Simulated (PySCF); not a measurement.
# Rh: interval between two levels with spin-orbit coupling

Aim: the interval between two levels of rhodium from differences of total energies, at each level of theory, and how far each lands from the tabulated value where there is one.

The numbers are computed with PySCF 2.14.0 (two-component X2C-1e, generalised determinants), except any that are marked as measured or tabulated.

### 1 The system

```
Element                                   : rhodium (Z = 45)
Basis                                     : x2c-TZVPall-2c
Hamiltonian                               : two-component X2C-1e, Gaussian nucleus, no Breit or QED terms; spin-orbit coupling, run by run: off; screened by Boettger's factors
Core shells frozen in the correlated runs : [Ar] 3d10 (for Rh)
State 1                                   : Rh 4d7 5s2 4F9/2: [Kr] 4d7 5s2; 4d3/2 filled at m_j = +1/2, +3/2; 4d5/2 filled at m_j = -3/2, -1/2, +1/2, +3/2, +5/2
Needed too, but not shown                 : Rh [Kr] 4d8 5s1 (4F)
Methods                                   : GHF, GMP2
```

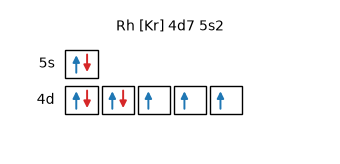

The shells outside the core, filled by Hund's rule for the drawing.

A driver program built on PySCF's X2C-1e integrals ran all steps in one process from the settings above; there is no separate input file.

The driver's launch:

```bash
> OMP_NUM_THREADS=1 python sorun2.py TASK.json OUT
```

The integrals over 77 functions and the set-up took 2.1 s of CPU time.

### 2 Rh 4d7 5s2 4F9/2: the ladder of methods

**GHF (spin-free)**

The program printed:

```text
cycle= 1 E= -4780.7625978543  delta_E= -4.78e+03  |FDS-SDF|= 0.0157
cycle= 2 E= -4780.7676142717  delta_E= -0.00502  |FDS-SDF|= 0.00513
cycle= 3 E= -4780.7682397198  delta_E= -0.000625  |FDS-SDF|= 0.00274
cycle= 4 E= -4780.7684058584  delta_E= -0.000166  |FDS-SDF|= 0.000453
cycle= 5 E= -4780.7684344485  delta_E= -2.86e-05  |FDS-SDF|= 0.00011
cycle= 6 E= -4780.7684382180  delta_E= -3.77e-06  |FDS-SDF|= 1.85e-05
cycle= 7 E= -4780.7684386230  delta_E= -4.05e-07  |FDS-SDF|= 8.55e-06
cycle= 8 E= -4780.7684387155  delta_E= -9.25e-08  |FDS-SDF|= 2.48e-06
cycle= 9 E= -4780.7684387199  delta_E= -4.38e-09  |FDS-SDF|= 3.44e-07
```

It took 1.4 s on 1 thread of Intel Xeon 6975P-C, shared host, the integrals not counted.

Occupied spinors (without spin-orbit coupling the j labels only name the start):

```
spinor shell  electrons  mean energy (eV)  weight of the nominal j  rms radius (bohr)
       1s1/2          2          -23346.4                    1.000             0.0374
       2s1/2          2           -3470.3                    1.000              0.154
       2p3/2          4           -3103.6                    0.833              0.137
       2p1/2          2           -3103.8                    0.667              0.137
       3s1/2          2           -658.88                    1.000              0.415
       3p3/2          4           -535.19                    0.833              0.419
       3p1/2          2           -535.16                    0.667              0.419
       3d5/2          6           -337.53                    0.800              0.403
       3d3/2          4           -338.07                    0.700              0.403
       4s1/2          2           -105.24                    1.000               1.05
       4p3/2          4           -66.825                    0.833               1.16
       4p1/2          2           -68.648                    0.667               1.16
       4d5/2          5           -16.581                    0.600               1.60
       4d3/2          2           -13.816                    0.700               1.66
       5s1/2          2            -7.091                    1.000               3.58
```

M_J = 9/2, ⟨J²⟩ = 24.769, ⟨L²⟩ = 12.005, ⟨S²⟩ = 3.763.

**GMP2 (spin-free)**

The driver printed no log here.

Time after the integrals: 0.25 s (1 thread of Intel Xeon 6975P-C, shared host).

With 17 electrons correlated and 6 very high virtual spinors dropped, the MP2 correlation energy is -0.43125 hartree. Largest pairs: 4d5/2-4p3/2 -0.0769, 4d3/2-4d5/2 -0.0688, 4d5/2-4d5/2 -0.0489, 4d3/2-4p3/2 -0.0302, 4d5/2-5s1/2 -0.0292.

**GHF (screened spin-orbit)**

The program printed:

```text
cycle= 1 E= -4781.5114434497  delta_E= -4.78e+03  |FDS-SDF|= 0.0216
cycle= 2 E= -4781.5184803542  delta_E= -0.00704  |FDS-SDF|= 0.00575
cycle= 3 E= -4781.5193238813  delta_E= -0.000844  |FDS-SDF|= 0.00356
cycle= 4 E= -4781.5196136274  delta_E= -0.00029  |FDS-SDF|= 0.0018
cycle= 5 E= -4781.5198374075  delta_E= -0.000224  |FDS-SDF|= 0.00148
cycle= 6 E= -4781.5200882866  delta_E= -0.000251  |FDS-SDF|= 0.00104
cycle= 7 E= -4781.5203068375  delta_E= -0.000219  |FDS-SDF|= 0.000245
cycle= 8 E= -4781.5203232258  delta_E= -1.64e-05  |FDS-SDF|= 7.06e-05
cycle= 9 E= -4781.5203249402  delta_E= -1.71e-06  |FDS-SDF|= 5.32e-05
cycle= 10 E= -4781.5203255400  delta_E= -6e-07  |FDS-SDF|= 3.89e-05
cycle= 11 E= -4781.5203259199  delta_E= -3.8e-07  |FDS-SDF|= 2.98e-05
cycle= 12 E= -4781.5203263744  delta_E= -4.54e-07  |FDS-SDF|= 2.62e-05
cycle= 13 E= -4781.5203264860  delta_E= -1.12e-07  |FDS-SDF|= 2.65e-05
cycle= 14 E= -4781.5203263026  delta_E= 1.83e-07  |FDS-SDF|= 2.58e-05
cycle= 15 E= -4781.5203246774  delta_E= 1.63e-06  |FDS-SDF|= 1.72e-05
cycle= 16 E= -4781.5203236664  delta_E= 1.01e-06  |FDS-SDF|= 9.53e-06
cycle= 17 E= -4781.5203235758  delta_E= 9.06e-08  |FDS-SDF|= 7.46e-06
cycle= 18 E= -4781.5203235591  delta_E= 1.67e-08  |FDS-SDF|= 4.99e-06
cycle= 19 E= -4781.5203235590  delta_E= 1.56e-10  |FDS-SDF|= 4.26e-06
```

Time after the integrals: 2.5 s (1 thread of Intel Xeon 6975P-C, shared host).

The outer occupied spinors:

```
spinor shell  electrons  mean energy (eV)  weight of the nominal j  rms radius (bohr)
       3d3/2          4           -340.95                    0.992              0.401
       3d5/2          6           -335.40                    0.995              0.405
       4s1/2          2           -105.17                    1.000               1.05
       4p1/2          2           -72.396                    0.833               1.15
       4p3/2          4           -64.983                    0.917               1.17
       4d5/2          5           -16.541                    0.540               1.60
       4d3/2          2           -13.935                    0.627               1.65
       5s1/2          2            -7.086                    1.000               3.58
```

M_J = 9/2, ⟨J²⟩ = 24.770, ⟨L²⟩ = 12.149, ⟨S²⟩ = 3.724. Rows whose weight is well below 1 mix j = l ± 1/2: exchange competes with spin-orbit coupling there.

**GMP2 (screened spin-orbit)**

The driver printed no log here.

It took 0.27 s on 1 thread of Intel Xeon 6975P-C, shared host, the integrals not counted.

With 17 electrons correlated and 6 very high virtual spinors dropped, the MP2 correlation energy is -0.43217 hartree. Largest pairs: 4d5/2-4p3/2 -0.0835, 4d3/2-4d5/2 -0.0685, 4d5/2-4d5/2 -0.0494, 4d5/2-5s1/2 -0.0293, 4d3/2-4p3/2 -0.0291.

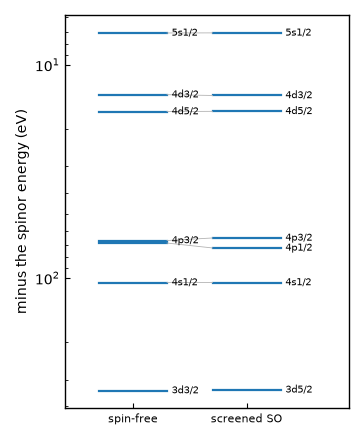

The highest 7 spinor levels of Rh 4d7 5s2 4F9/2 on a logarithmic scale, without and with spin-orbit coupling.

### 3 Differences of total energies

Interval between two levels: Rh [Kr] 4d8 5s1 [4d3/2^3 4d5/2^5 5s1/2^1, M_J = 9/2] → Rh [Kr] 4d7 5s2 [4d3/2^2 4d5/2^5, M_J = 9/2].

```
                    method  value (eV)
           GHF (spin-free)       1.324
          GMP2 (spin-free)       1.445
 GHF (screened spin-orbit)       1.287
GMP2 (screened spin-orbit)       1.402
```

The differences also use runs on Rh [Kr] 4d8 5s1 (4F), which are not shown here.

### 4 What came out

```
                                       quantity                                                       value
interval between two levels, Rh → 4d7 5s2 4F9/2  GHF (spin-free) 1.324, GMP2 (screened spin-orbit) 1.402 eV
```

In words: The methods span 0.158 eV, from GHF (screened spin-orbit) (1.287) to GMP2 (spin-free) (1.445). No reference value is at hand in this session. Spin-orbit coupling moves the difference by -0.042 eV at GMP2. All values hold for this basis alone; no basis-set limit was taken.
